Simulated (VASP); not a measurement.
Band structure of CuI (zinc blende). Level of theory: PBE GGA with D4 dispersion, VASP's PBE PAW potentials (set 64) (plane waves; VASP 6.6.1).

Unless said otherwise, spin-orbit coupling is left out, though it shifts the bands of the heavy elements here.

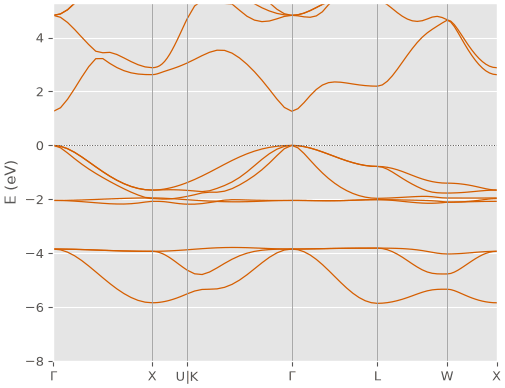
Fig. 1. Bands along high-symmetry lines, zero at the valence-band maximum or, without a gap, the Fermi level

Problem. Read the plot: is there a gap, and where are the band edges?

Solution. The gap is direct, 1.27 eV, from the valence maximum at Γ to the conduction minimum at Γ. (Edges off the drawn lines would not show.)

Measured: gap 3.12 eV (computed value off by -1.85 eV), as given by Abedi et al., (2022), arXiv:2211.14644.

The compound is CuI in the zinc blende structure. It was relaxed first.
